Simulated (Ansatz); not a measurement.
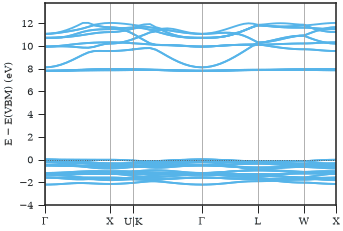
Fig. 1. Band structure from the program Ansatz at the r²SCAN with spin–orbit coupling level (PAW)

Problem. Read off the gap and where the band edges lie.

Solution. About 7.8 eV (7.80 eV by a search for the band edges); maximum at Γ, minimum at Γ.

The material is Rb₂NaScF₆ in space group Fm-3m (No. 225; Rb on 8c, Na on 4b, Sc on 4a, F on 24e).

The workflow started from a Materials Project entry (that database holds measured and hypothetical structures alike); the Crystallography Open Database copy checked does not list it. Whether it is the stable phase at ambient conditions was not checked. The cell was relaxed with r²SCAN under the symmetry of its start; whether a distortion lowers the energy is not shown. The run is not spin-polarised.

Potentials: the later of the program's two PAW sets.
